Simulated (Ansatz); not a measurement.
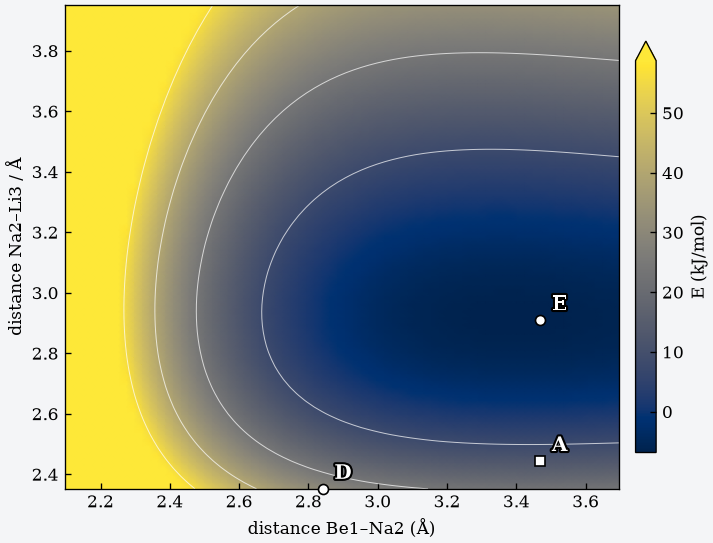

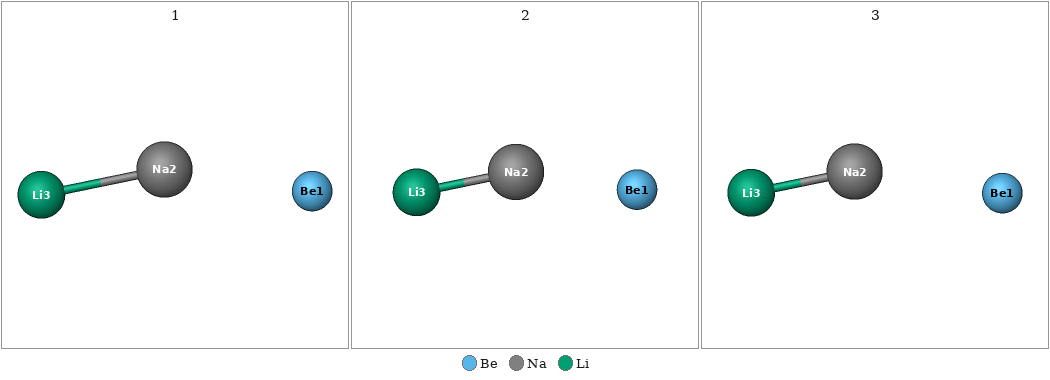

The system Be + NaLi. 
- Coordinates scanned: (1) distance Be1–Na2; (2) distance Na2–Li3.
- Nothing is relaxed (the angle Be1–Na2–Li3 is fixed at 160 degrees).
- Grid: 10 × 10 points.
- All energies are given in kJ/mol relative to Be far from the relaxed NaLi (each part in its own basis).
- The reference is spin-restricted, so regions where a bond is pulled apart into radicals lie too high.
- All numbers below come from RKS wB97X-V/def2-TZVPD (Ansatz).

The picture shows a smooth colour map with a few white contour lines, one colour for all values above the top of the scale, lettered points. Between grid points the surface is interpolated. The numbered pictures are the structures at these points, in random order.

Question: Which structure belongs to which point?

Answer: A is structure 3: distance Be1–Na2 = 3.469 Å, distance Na2–Li3 = 2.444 Å, 13 kJ/mol; D is structure 2: distance Be1–Na2 = 2.841 Å, distance Na2–Li3 = 2.352 Å, 30 kJ/mol; E is structure 1: distance Be1–Na2 = 3.469 Å, distance Na2–Li3 = 2.910 Å, −7 kJ/mol.
